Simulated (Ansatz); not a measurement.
**Cl2H4OW···H2: density, localisation and related maps**

Input file:

```
crystal:
  periodic: [false, false, false]
  atoms:
    - { symbol: W, position_ang: [-0.425289, 0.421297, -0.323944] }
    - { symbol: H, position_ang: [-0.46059, -0.625085, 2.411881] }
    - { symbol: H, position_ang: [1.126061, 0.737949, 0.284599] }
    - { symbol: H, position_ang: [0.528733, 1.771812, -0.64564] }
    - { symbol: Cl, position_ang: [-2.528791, -0.635147, -0.312409] }
    - { symbol: H, position_ang: [0.332042, -0.847734, 0.43733] }
    - { symbol: O, position_ang: [0.073418, -0.034806, -2.008924] }
    - { symbol: H, position_ang: [0.459609, 0.271201, -2.840813] }
    - { symbol: Cl, position_ang: [-1.227034, 2.080046, 1.157336] }
    - { symbol: H, position_ang: [-0.711757, 0.017668, 2.617583] }
basis:
  gaussian: { orbitals: def2-SVP }
hamiltonian:
  xc: cam_b3lyp
  dispersion: d4
relax:
  f_tol: 0.03
  max_steps: 50
output:
  orbitals: {}
```

Command:

```sh
ansatz run input.yaml --threads 4 --pin off --max-ram 5120MiB --backend cpu --events-out ev --progress --plain --runs-dir out
```

The fields are those of the run's last geometry, not of the input's.

Core potentials replace the inner electrons of W.

All numbers below come from RKS CAM-B3LYP-D4/def2-SVP (Ansatz).

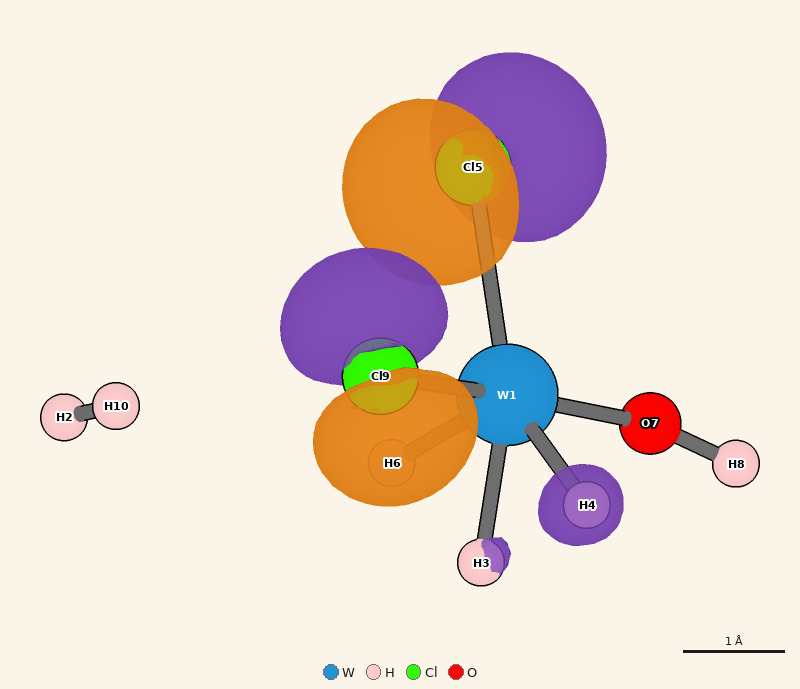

Figure 1. The HOMO−1 at ±0.15 Å⁻³ᐟ² (orange and purple are the two phases), seen at a tilt.

### Describe this orbital and give its energy.

It lies mainly on Cl5 (about 55 %), Cl9 (about 35 %) and W1 (about 5 %); largely a combination of lone pairs on Cl5 and Cl9. Its energy is −9.75 eV.

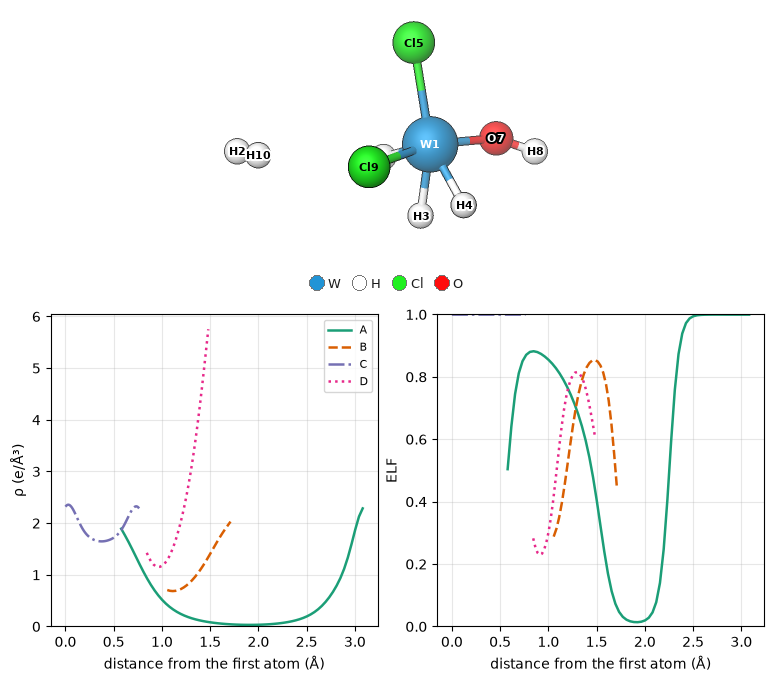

Figure 2. Electron density and electron localisation function along straight lines between neighbouring atoms. The curves leave out the atomic cores. The structure is drawn too.

### Which curve belongs to which contact (Cl–H, H–H, W–Cl and W–O)? The first atom named is at distance zero.

Curve A: Cl9···H10 (3.08 Å): the density falls to about 0.03 e/Å³ on the way; the ELF dips to about 0 between them (a non-bonded, intermolecular contact). Curve B: W–Cl (2.28 Å): the density is about 0.69 e/Å³ at the midpoint; the ELF peaks at about 0.85 in the valence shell of Cl, 0.8 Å from its nucleus, and is about 0.40 at the midpoint. Curve C: H–H (0.76 Å): ρ at the midpoint is about 1.6 e/Å³; the ELF is about 1 at the midpoint. Curve D: W–O (1.82 Å): the density is about 1.2 e/Å³ at the midpoint; the ELF peaks at about 0.80 in the valence shell of O, 0.5 Å from its nucleus, and drops to about 0.25 between the two atoms.

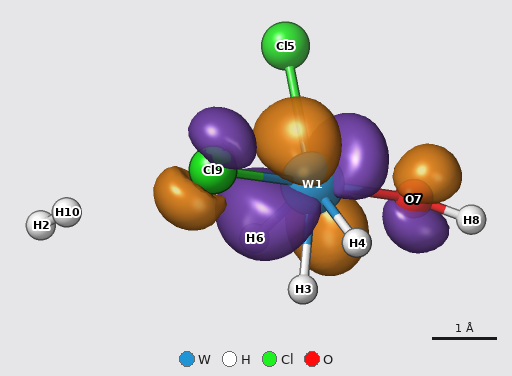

Figure 3. The LUMO at ±0.15 Å⁻³ᐟ² (orange and purple are the two phases), seen at a tilt.

### What is the character of this orbital?

It lies mainly on W1 (about 65 %), Cl9 (about 15 %) and O7 (about 10 %). Its energy is −2.09 eV.
